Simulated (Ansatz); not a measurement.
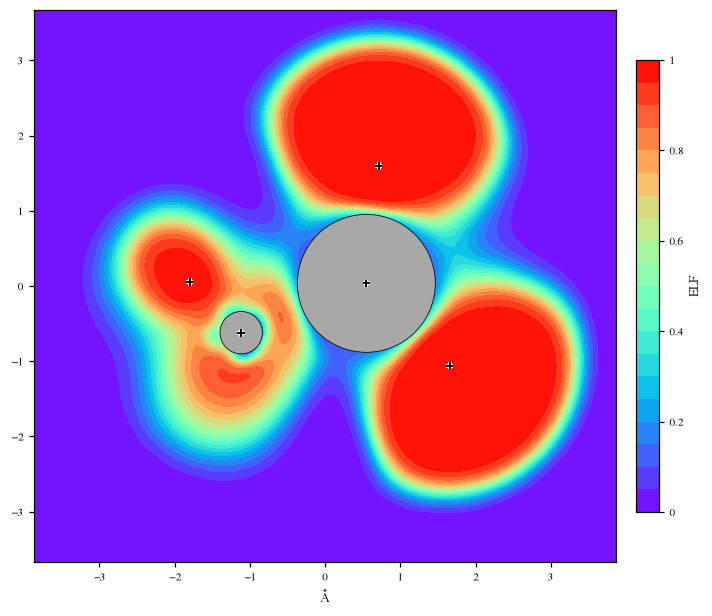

The ELF on a plane through atoms (crosses mark nuclei in the plane; grey discs cover the cores).

These are results of Ansatz 0.2.0, RKS PBE0-D4/def2-TZVPP, not measurements.

Candidates:
A. GaH₃O
B. CH₆AlN
C. AlH₆NO

Q: Which candidate gave the map?

A: Candidate A: GaH₃O on the molecular plane, which holds Ga, O and H. Ga–O (1.79 Å): the ELF peaks at about 0.85 in the valence shell of O, 0.6 Å from its nucleus, and is about 0.25 at the midpoint. O–H (0.96 Å): the ELF climbs to about 1 towards the hydrogen, as it does in any bond to H; an ordinary covalent bond to hydrogen.
